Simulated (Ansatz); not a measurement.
**ClF$_{2}$H$_{3}$HfO: density, localisation and related maps**

Input

```
crystal:
  periodic: [false, false, false]
  atoms:
    - { symbol: Hf, position_ang: [-0.044741, 0.566997, -0.471449] }
    - { symbol: O, position_ang: [0.59045, -0.149172, 2.638023] }
    - { symbol: H, position_ang: [-0.242501, -0.555189, 2.955088] }
    - { symbol: F, position_ang: [1.730188, -0.100394, -0.728648] }
    - { symbol: Cl, position_ang: [-0.706326, 1.834504, -2.349275] }
    - { symbol: F, position_ang: [-1.38931, -0.733694, -0.048559] }
    - { symbol: H, position_ang: [-0.025695, 1.780922, 0.929211] }
    - { symbol: H, position_ang: [0.338636, 0.800325, 2.473208] }
basis:
  gaussian: { orbitals: def2-SVP }
hamiltonian:
  xc: blyp
  dispersion: d4
relax:
  f_tol: 0.03
  max_steps: 50
output:
  orbitals: {}
```

Command:

```sh
ansatz run input.yaml --threads 2 --pin off --max-ram 3072MiB --backend cpu --events-out ev --progress --plain --runs-dir out
```

The fields are those of the run's last geometry, not of the input's.

Core potentials replace the inner electrons of Hf.

All numbers below come from RKS BLYP-D4/def2-SVP (Ansatz 0.2.0).

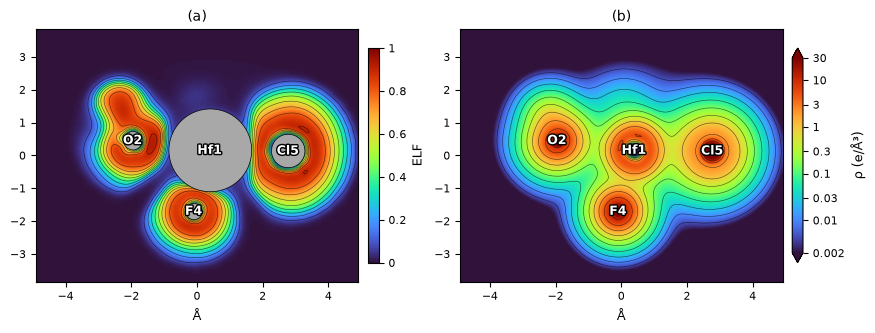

Figure 1. (a) ELF; (b) electron density on the plane of atoms O2, Hf1 and F4. Grey discs cover the atomic cores in the ELF map.

### What do the fields say about this system?

The section cuts through Hf, O, F and Cl sites. Hf–F (1.93 Å): ρ is about 0.84 e/Å³ halfway; the ELF peaks at about 0.85 in the valence shell of F, 0.5 Å from its nucleus, and drops to about 0.15 between the two atoms. Hf–O (2.37 Å): ρ at the midpoint is about 0.31 e/Å³; the ELF is about 0.10 at the midpoint. Hf–Cl (2.37 Å): ρ is about 0.54 e/Å³ halfway; the ELF peaks at about 0.85 in the valence shell of Cl, 0.8 Å from its nucleus, and is about 0.30 at the midpoint.

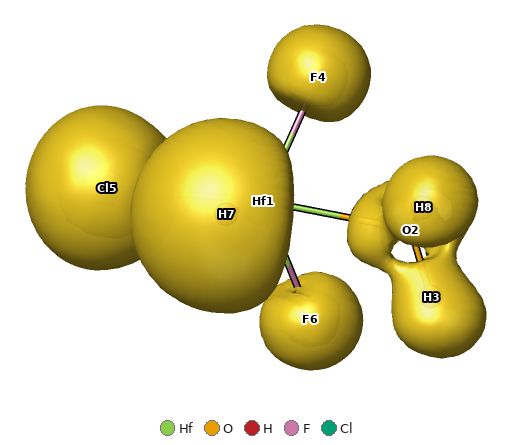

Figure 2. Isosurface of the electron localisation function at 0.8 (yellow), seen at a tilt. Only the valence region is drawn (cores and ρ < 0.01 e/Å³ removed).

### What do the ELF domains correspond to?

The surface consists of one region around a hydrogen nucleus, one region wrapped around Cl (its valence shell), two regions wrapped around F (the valence shell of each) and one joined region spread over several atoms (H, O), in which their bonds and any lone pairs are merged.

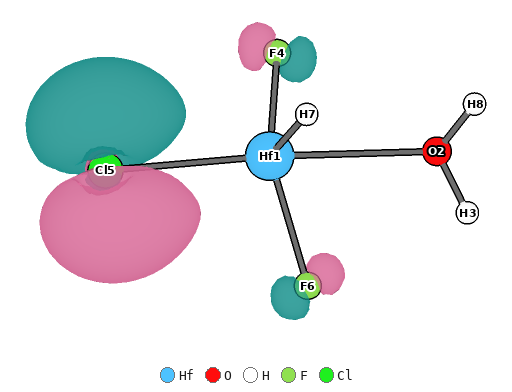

Figure 3. The HOMO−1 at ±0.15 Å⁻³ᐟ² (teal and pink are the two phases), seen across its widest extent.

### Where does this orbital lie, and at what energy?

By Hirshfeld shares it lies mainly on Cl5 (about 85 %); largely a lone pair of Cl5. Its energy is −7.33 eV.

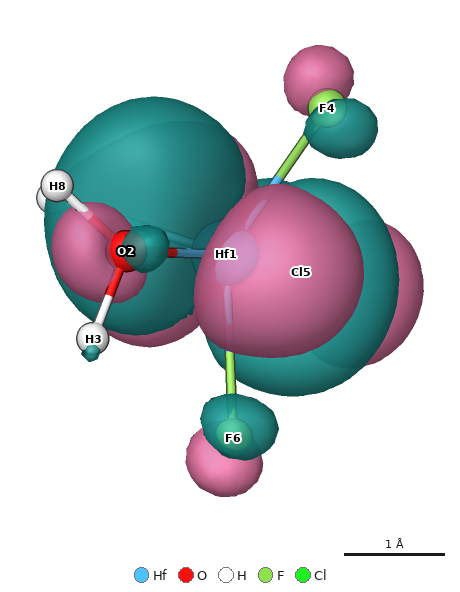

Figure 4. The LUMO at ±0.1 Å⁻³ᐟ² (teal and pink are the two phases), seen at an oblique angle.

### What is the character of this orbital?

Its weight (Hirshfeld) is mainly on Hf1 (about 70 %) and Cl5 (about 10 %). Its energy is −1.96 eV.
